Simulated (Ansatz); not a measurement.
# interstitial Li in Ge: molecular dynamics, part 2 of 3

Aim: see whether the interstitial stays in its void or moves on. The start is relaxed first. Runs: 190 steps of 1 fs under a Nosé-Hoover thermostat at 600 K; 200 steps of 15 fs at constant energy, with velocities drawn for 840 K. The host cell (diamond) has 16 atoms; the extra atom is the last.

Ansatz 0.2.0; DFT PBE, plane waves, PAW, scalar-relativistic, no spin polarisation.

### Step 5. The trajectory

One step in 14; energies are changes from step 0; msd is the mean square displacement from the start, the centre of mass held:

| time (fs) | T (K) | potential energy change (meV/atom) | conserved energy change (meV/atom) | msd Li (Å²) | msd Ge (Å²) |
| --- | --- | --- | --- | --- | --- |
| 0.0 | 600 | 0.0 | 0.00 | 0.000 | 0.000 |
| 14.0 | 426 | 21.3 | 0.01 | 0.037 | 0.003 |
| 28.0 | 173 | 52.4 | 0.03 | 0.091 | 0.010 |
| 42.0 | 185 | 51.7 | 0.02 | 0.090 | 0.014 |
| 56.0 | 366 | 32.0 | 0.01 | 0.049 | 0.016 |
| 70.0 | 469 | 23.9 | 0.01 | 0.020 | 0.020 |
| 84.0 | 450 | 31.2 | 0.02 | 0.012 | 0.027 |
| 98.0 | 372 | 45.0 | 0.02 | 0.035 | 0.037 |
| 112.0 | 291 | 58.0 | 0.02 | 0.125 | 0.047 |
| 126.0 | 298 | 59.8 | 0.03 | 0.211 | 0.056 |
| 140.0 | 394 | 51.1 | 0.02 | 0.162 | 0.063 |
| 154.0 | 412 | 52.0 | 0.02 | 0.084 | 0.070 |
| 168.0 | 442 | 51.2 | 0.02 | 0.072 | 0.077 |
| 182.0 | 452 | 52.9 | 0.02 | 0.117 | 0.085 |
| 190.0 | 369 | 64.4 | 0.02 | 0.168 | 0.089 |

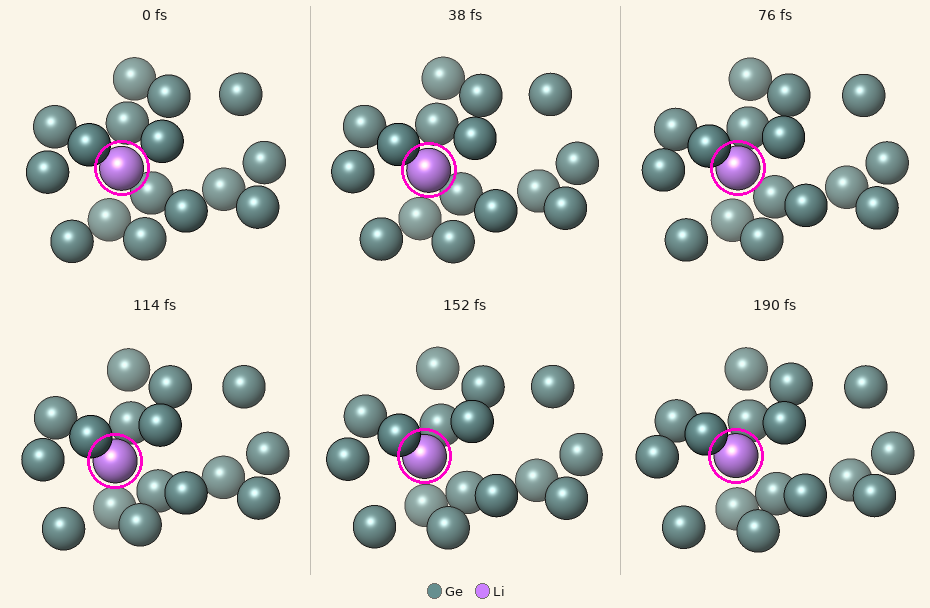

Six frames of the run, seen slightly off an axis. Each atom of the cell is drawn once, at one copy chosen for all pictures, so bonds across the cell's faces may be missing. Atoms are followed across the cell's faces.

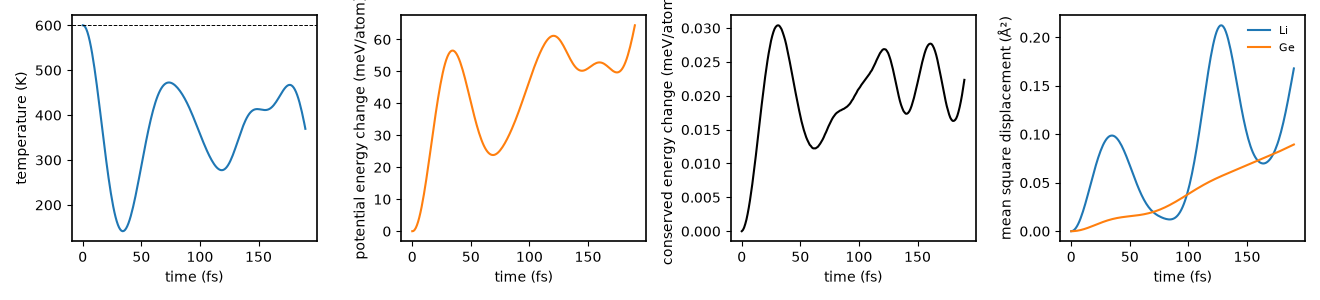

Traces against time; each panel has its own scale. The dashed line is the set temperature.

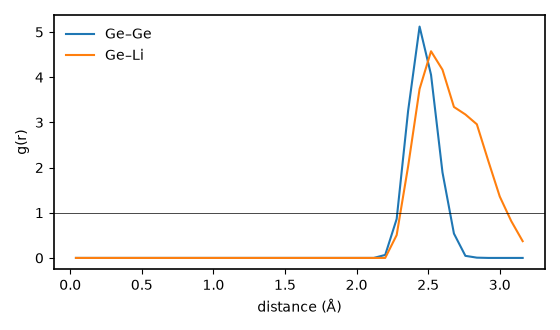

Pair distribution functions over the second half of the run, in bins of 0.08 Å, lightly smoothed, out to 3.3 Å.

First peaks of g(r) (not always the tallest), and, where a minimum follows, the mean number of second-named atoms round a first-named one up to the next minimum:

| pair | peak (Å) | height | minimum (Å) | neighbours |
| --- | --- | --- | --- | --- |
| Ge–Ge | 2.44 | 5.1 | 2.92 | 4.0 |
| Ge–Li | 2.52 | 4.6 | - | - |

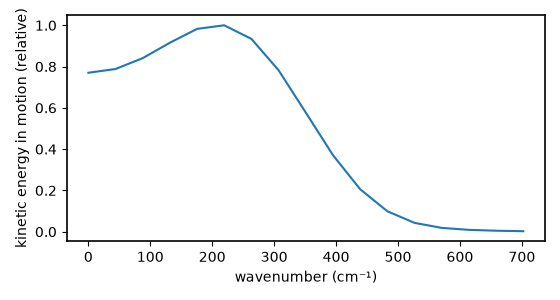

Power spectrum of the mass-weighted velocities; a run of 190 fs resolves no finer than about 350 cm⁻¹.

Maxima of the velocity power spectrum (cm⁻¹, relative height; resolution about 350 cm⁻¹): 220 (100).

### Step 6. Snapshots as a file

Positions (Å) and forces (eV/Å):

```xyz
17
Lattice="0.000 5.660 5.660 5.660 0.000 5.660 5.660 5.660 0.000" Properties=species:S:1:pos:R:3:forces:R:3 pbc="T T T" time_fs=32.0 T=145 dE=0.9514
Ge   -0.128    0.151    0.119    0.824   -1.317   -1.008
Ge    1.404    1.415    1.435    1.122    0.044   -0.558
Ge    2.973    2.860    0.052   -0.797   -0.184   -0.560
Ge    4.249    4.290    1.409   -0.440    0.818    0.077
Ge    2.778   -0.039    2.762    0.659    0.345    0.670
Ge    4.283    1.433    4.202   -1.206   -0.054   -0.455
Ge    5.574    2.882    2.693    0.965   -0.149    0.910
Ge    7.072    4.298    4.232   -0.220   -0.394    0.281
Ge    0.034    2.741    2.744   -0.607    0.607    1.234
Ge    1.386    4.157    4.205    0.192    0.310    1.154
Ge    2.818    5.644    2.810   -0.167   -0.022    0.518
Ge    4.325    7.027    4.273   -0.576    0.479   -0.875
Ge    2.879    2.688    5.777    0.493    1.679   -1.448
Ge    4.270    4.213    7.156   -0.133   -0.052   -0.855
Ge    5.633    5.684    5.679    0.492   -0.881    0.564
Ge    7.086    7.105    7.047   -0.727   -0.892    0.621
Li    7.002    7.305   10.025    0.128   -0.340   -0.271
17
Lattice="0.000 5.660 5.660 5.660 0.000 5.660 5.660 5.660 0.000" Properties=species:S:1:pos:R:3:forces:R:3 pbc="T T T" time_fs=63.0 T=436 dE=0.4336
Ge   -0.128    0.174    0.088    0.860   -0.648   -1.117
Ge    1.509    1.428    1.373   -0.090    0.299   -0.003
Ge    3.001    2.851    0.016   -0.502    0.354   -0.404
Ge    4.194    4.425    1.412   -0.153   -0.459    0.148
Ge    2.788   -0.030    2.783    0.346   -0.377    0.196
Ge    4.209    1.445    4.109    0.007    0.018   -0.018
Ge    5.606    2.910    2.675   -0.056    0.441    0.547
Ge    7.048    4.281    4.251    0.203   -0.471    0.077
Ge    0.027    2.707    2.808    0.472    0.634    0.031
Ge    1.376    4.133    4.303   -0.113    0.331    0.720
Ge    2.759    5.647    2.880    0.015   -0.467    0.312
Ge    4.317    7.023    4.213   -0.189   -0.358    0.441
Ge    2.947    2.719    5.724   -0.841    0.482   -0.216
Ge    4.283    4.173    7.143   -0.098    0.110   -0.146
Ge    5.664    5.628    5.738   -0.355   -0.275   -0.307
Ge    7.032    7.046    7.097    0.557    0.347   -0.494
Li    7.038    7.183    9.850   -0.063    0.040    0.232
17
Lattice="0.000 5.660 5.660 5.660 0.000 5.660 5.660 5.660 0.000" Properties=species:S:1:pos:R:3:forces:R:3 pbc="T T T" time_fs=95.0 T=391 dE=0.7097
Ge   -0.030    0.110   -0.075   -0.805    0.352    0.888
Ge    1.622    1.469    1.306   -1.036   -0.324    0.829
Ge    2.973    2.886   -0.076    0.669    0.450    0.305
Ge    4.119    4.526    1.424    0.673   -0.878   -0.488
Ge    2.837   -0.070    2.823   -0.623   -0.642   -0.836
Ge    4.128    1.471    4.007    1.168    0.513    0.756
Ge    5.640    2.987    2.722   -0.721   -0.068   -0.609
Ge    7.043    4.209    4.282    0.236    0.443   -0.191
Ge    0.070    2.751    2.893    0.535    0.021   -0.683
Ge    1.348    4.149    4.497   -0.312   -0.043   -1.038
Ge    2.693    5.592    2.997   -0.102   -0.197   -0.227
Ge    4.283    6.982    4.193    0.415   -0.268    0.781
Ge    2.933    2.819    5.629   -0.352   -1.065    0.896
Ge    4.284    4.139    7.111   -0.016   -0.123    0.720
Ge    5.663    5.529    5.770   -0.270    0.709   -0.631
Ge    7.028    7.016    7.105    0.530    0.705   -0.341
Li    6.991    7.136    9.894    0.010    0.415   -0.130
17
Lattice="0.000 5.660 5.660 5.660 0.000 5.660 5.660 5.660 0.000" Properties=species:S:1:pos:R:3:forces:R:3 pbc="T T T" time_fs=127.0 T=304 dE=1.0078
Ge   -0.020    0.101   -0.151   -1.236    1.544    1.532
Ge    1.619    1.480    1.328   -0.417   -0.287    0.099
Ge    3.024    2.969   -0.134    0.622   -0.811    0.823
Ge    4.113    4.530    1.386    0.216    0.121    0.031
Ge    2.825   -0.178    2.776   -0.147    0.963   -0.120
Ge    4.171    1.544    3.984   -0.054   -0.629    0.286
Ge    5.591    3.069    2.696   -0.060   -0.354   -1.027
Ge    7.064    4.195    4.289   -0.287    1.270   -0.392
Ge    0.181    2.799    2.904   -0.604   -0.960   -0.247
Ge    1.288    4.151    4.582    0.247   -0.685   -1.227
Ge    2.618    5.508    3.090    0.449    0.710   -0.881
Ge    4.293    6.907    4.264    0.266    0.546   -0.437
Ge    2.871    2.801    5.638    0.666   -0.837    0.775
Ge    4.287    4.085    7.156    0.332   -0.257    0.014
Ge    5.629    5.507    5.732    0.298    0.620    0.406
Ge    7.089    7.067    7.069   -0.490   -0.252    0.413
Li    6.913    7.451    9.890    0.199   -0.703   -0.050
17
Lattice="0.000 5.660 5.660 5.660 0.000 5.660 5.660 5.660 0.000" Properties=species:S:1:pos:R:3:forces:R:3 pbc="T T T" time_fs=158.0 T=412 dE=0.8965
Ge   -0.146    0.255   -0.048    0.711   -0.198    0.080
Ge    1.561    1.455    1.366    0.533    0.046   -0.829
Ge    3.137    2.967   -0.105   -1.220   -0.718   -0.099
Ge    4.133    4.544    1.348   -0.659    0.681    0.527
Ge    2.793   -0.184    2.702    0.582    1.022    0.301
Ge    4.219    1.559    3.997   -0.746   -0.420   -0.421
Ge    5.540    3.102    2.562    1.111   -0.732    0.795
Ge    7.057    4.307    4.251   -0.077   -0.596   -0.100
Ge    0.225    2.733    2.881   -1.033   -0.813    0.298
Ge    1.246    4.088    4.533    0.091    0.511    0.704
Ge    2.596    5.497    3.078    0.980    0.181   -0.944
Ge    4.339    6.893    4.290   -0.151    0.634   -0.991
Ge    2.883    2.682    5.735    0.581    0.557   -0.613
Ge    4.326    4.004    7.210    0.108    0.396   -0.569
Ge    5.628    5.559    5.741    0.394   -0.247    0.996
Ge    7.091    7.093    7.080   -1.034   -0.811    0.608
Li    7.065    7.268    9.773   -0.172    0.506    0.256
17
Lattice="0.000 5.660 5.660 5.660 0.000 5.660 5.660 5.660 0.000" Properties=species:S:1:pos:R:3:forces:R:3 pbc="T T T" time_fs=190.0 T=369 dE=1.0954
Ge   -0.216    0.413    0.082    0.542   -0.898   -1.052
Ge    1.559    1.438    1.311    0.606    0.539   -0.253
Ge    3.124    2.882   -0.070   -0.745    0.633   -0.050
Ge    4.089    4.621    1.360    0.301   -0.996   -0.420
Ge    2.832   -0.071    2.661    0.596   -0.575    0.374
Ge    4.187    1.522    3.962    0.022    0.345   -0.299
Ge    5.601    3.061    2.500   -0.256    0.428    1.093
Ge    7.039    4.377    4.194    0.229   -0.498    0.181
Ge    0.157    2.569    2.890    0.487    0.906    0.065
Ge    1.218    4.072    4.543    0.392    0.517    0.327
Ge    2.675    5.523    2.968   -0.697    0.229    1.272
Ge    4.369    6.941    4.208   -0.661   -0.957    0.585
Ge    2.958    2.606    5.781   -0.760    0.467   -0.457
Ge    4.381    3.963    7.202   -0.349    0.616   -0.197
Ge    5.666    5.588    5.854   -0.495   -0.650   -0.860
Ge    6.990    7.031    7.162    0.990    0.166   -0.143
Li    7.073    7.444    9.889   -0.202   -0.271   -0.165
```

Reading of run 1. Against a set 600 K the second half averages 378 K, going from 391 to 369 K over that half; 54 meV/atom has gone into potential energy, and a thermostat that acts over some 100 fs has not made it up in 190 fs. The conserved energy strays from its start by at most 0.03 meV/atom, under 0.1 % of the mean kinetic energy, which is good for a step of 1 fs. No atom gets farther than 0.48 Å from its start, with the drift of the whole removed, against a typical distance of 2.4 Å between sites at the start. The interstitial Li17 strays up to 0.46 Å from where this run began and ends 0.41 Å from it (the host's drift taken out), so it has kept its site.

### Step 7. Run 2

200 steps of 15 fs at constant energy, with velocities drawn for 840 K, starting from the last frame of an earlier run, with new velocities.

Contents of input.yaml:

```yaml
accuracy: low
crystal:
  lattice:
    - [0.0, 5.66, 5.66]
    - [5.66, 0.0, 5.66]
    - [5.66, 5.66, 0.0]
  atoms:
    - { symbol: Ge, position: [0.06277147, -0.0483637, 0.01020592] }
    - { symbol: Ge, position: [0.10505281, 0.12650915, 0.14896712] }
    - { symbol: Ge, position: [-0.02754498, 0.01519032, 0.53679176] }
    - { symbol: Ge, position: [0.16714818, 0.07314179, 0.64924157] }
    - { symbol: Ge, position: [-0.02133774, 0.49149585, 0.0087732] }
    - { symbol: Ge, position: [0.11461111, 0.58544435, 0.15424038] }
    - { symbol: Ge, position: [-0.00346225, 0.44521621, 0.54428809] }
    - { symbol: Ge, position: [0.13532672, 0.60568267, 0.6380086] }
    - { symbol: Ge, position: [0.46844252, 0.04221466, -0.0145475] }
    - { symbol: Ge, position: [0.65352471, 0.14919676, 0.06598218] }
    - { symbol: Ge, position: [0.51379097, 0.01058249, 0.46202863] }
    - { symbol: Ge, position: [0.59890216, 0.14455611, 0.62732918] }
    - { symbol: Ge, position: [0.47958052, 0.54180828, -0.01924418] }
    - { symbol: Ge, position: [0.59929651, 0.67311122, 0.10094337] }
    - { symbol: Ge, position: [0.51028657, 0.52404556, 0.47706355] }
    - { symbol: Ge, position: [0.63639352, 0.62907012, 0.60586071] }
    - { symbol: Li, position: [0.90638611, 0.84087162, 0.4087676] }
basis:
  ecutwfc: 420.0
kpoints:
  mp_grid: { grid: [2, 2, 2] }
hamiltonian:
  xc: pbe
scf:
  occupations: { method: fermi_dirac, width: 0.15 }
  lower_state_search: "off"
  max_iter: 80
md:
  timestep: 15.0
  n_steps: 200
  ensemble: nve
  temperature: 840.0
  initial_velocities: maxwell_boltzmann
  seed: 297849
```

The run is started by

```sh
$ ansatz run input.yaml --threads 2 --pin off --max-ram 5120MiB --backend cpu --events-out ev --progress --plain --runs-dir out
```

What it wrote, cut to the lines that bear on the results:

```text
Warning: md: disabling space-group detection — thermal motion breaks the input geometry's symmetry, so no spatial operation reduces the k-mesh or symmetrises the density; time reversal is kept, so that k and −k are solved as one point where they differ and the mesh holds both, and exact [...]
Warning: RAYON_NUM_THREADS=2 ignored (pool sized by the plan → 2); use --threads N
band count auto-derived: 140 (N_el = 227.0; filled up to band 114; 137 by the electrons, moments and atoms)
[...]
Pseudopotentials: kind: paw
Pseudopotential: Ge, paw, valence charge 14, recommended cutoff 420 eV (normal), Ge.paw.azcp
[...]
md step    30: t =   450.00 fs  T =   658.5 K  F+E_penalty+E_count = -68920.64062964 eV  E_kin = 1.361942 eV  conserved = -68919.27868744 eV  (8 SCF iters)
[...]
md step    40: t =   600.00 fs  T =   715.4 K  F+E_penalty+E_count = -68920.73020149 eV  E_kin = 1.479526 eV  conserved = -68919.25067514 eV  (8 SCF iters)
md step    41: t =   615.00 fs  T =   708.1 K  F+E_penalty+E_count = -68920.68651754 eV  E_kin = 1.464513 eV  conserved = -68919.22200495 eV  (8 SCF iters)
md step    42: t =   630.00 fs  T =   691.8 K  F+E_penalty+E_count = -68920.69391544 eV  E_kin = 1.430833 eV  conserved = -68919.26308195 eV  (8 SCF iters)
```

### Step 8. More of the same log: dynamics from the last frame of the run before

The log, continued, cut to the lines that bear on the results:

```text
md step    43: t =   645.00 fs  T =   615.6 K  F+E_penalty+E_count = -68920.48036559 eV  E_kin = 1.273175 eV  conserved = -68919.20719026 eV  (8 SCF iters)
[...]
md step    63: t =   945.00 fs  T =   649.1 K  F+E_penalty+E_count = -68920.60638710 eV  E_kin = 1.342483 eV  conserved = -68919.26390394 eV  (8 SCF iters)
[...]
  atom   4  Ge     0.24275367     0.68373693    -0.93497082
  atom   5  Ge    -1.19557418    -0.74285654     0.22685380
  atom   6  Ge    -0.19796930    -0.20128125     0.03370234
  atom   7  Ge     1.33873435    -0.44069257    -0.73021358
  atom   8  Ge     0.89823810     1.08739527     0.90619584
[...]
--- MD trajectory: 200 steps, t = 0.0 → 3000.0 fs ---
  final state: T = 670.5 K   F+E_penalty+E_count = -68919.81506680 eV   E_kin = 1.386717 eV
  conserved energy: peak-to-peak 1.057e0 eV (6.217e-2 eV/atom) over 3000.0 fs
```

Run time: 43 min. Hardware: 2 threads of Arm Neoverse V1, shared host; peak memory 1.2 GiB.

[end of part 2 of 3]
